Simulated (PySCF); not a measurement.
C4H10FPSi (SMILES F[Si]1(P)CCCC1)

```yaml
atoms:
  - { symbol: F, position_ang: [0.7415, -0.3081, 2.4076] }
  - { symbol: Si, position_ang: [0.8158, -0.3196, 0.7789] }
  - { symbol: P, position_ang: [2.8730, -1.0589, 0.2730] }
  - { symbol: C, position_ang: [-0.6123, -1.3577, 0.0675] }
  - { symbol: C, position_ang: [-1.6857, -0.3213, -0.2713] }
  - { symbol: C, position_ang: [-0.9947, 0.9229, -0.8266] }
  - { symbol: C, position_ang: [0.1074, 1.3413, 0.1512] }
  - { symbol: H, position_ang: [3.5130, -0.0117, 0.9129] }
  - { symbol: H, position_ang: [2.9282, -0.4235, -0.9566] }
  - { symbol: H, position_ang: [-0.9937, -2.1078, 0.7560] }
  - { symbol: H, position_ang: [-0.3017, -1.8809, -0.8371] }
  - { symbol: H, position_ang: [-2.4099, -0.7156, -0.9861] }
  - { symbol: H, position_ang: [-2.2227, -0.0511, 0.6400] }
  - { symbol: H, position_ang: [-1.7111, 1.7314, -0.9818] }
  - { symbol: H, position_ang: [-0.5485, 0.6785, -1.7934] }
  - { symbol: H, position_ang: [0.8223, 2.0047, -0.3313] }
  - { symbol: H, position_ang: [-0.3278, 1.8897, 0.9872] }
```

Geometry: GFN2-xTB.

These are results of PySCF 2.14.0, PBE0/pcSseg-1, SCF density, gas phase, non-relativistic, not measurements.

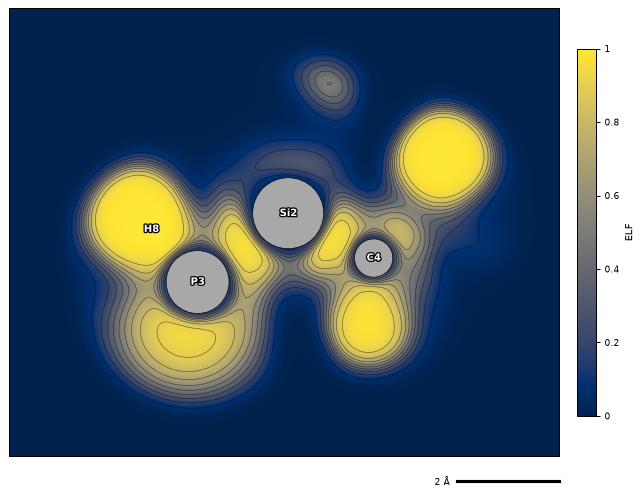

Figure 1. Electron localisation function on the plane of atoms P3, Si2 and C4. Grey discs cover the atomic cores.

Describe what can be read from this map.

Atoms in the plane: Si, P, C and H.
C–Si (1.90 Å): the ELF peaks at about 0.95 between the atoms: a shared electron pair.
Si–P (2.24 Å): the ELF peaks at about 0.95 between the atoms; localised, covalent bonding.
P–H (1.38 Å): the ELF climbs to about 1 towards the hydrogen, as it does in any bond to H.
The ELF also peaks beside P3, away from the bonds: lone-pair regions.

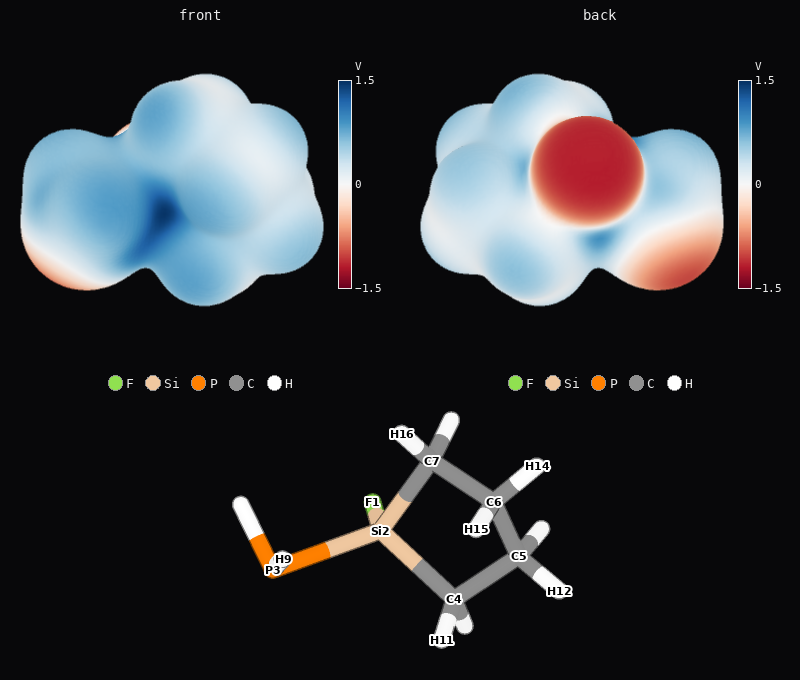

Figure 2. The molecular electrostatic potential painted on the density surface at 0.002 e/bohr³, seen from the front and from behind; the colour scale runs from red (negative) to blue (positive). The bare structure is drawn below in the same view.

Describe the electrostatic potential map.

The most negative region (about −1.2 V, or −28 kcal/mol for a unit charge) lies over F1, the most positive (about +1.3 V, or +30 kcal/mol for a unit charge) over Si2.

How polar is the molecule by this calculation?

Its dipole moment is 2.27 D.
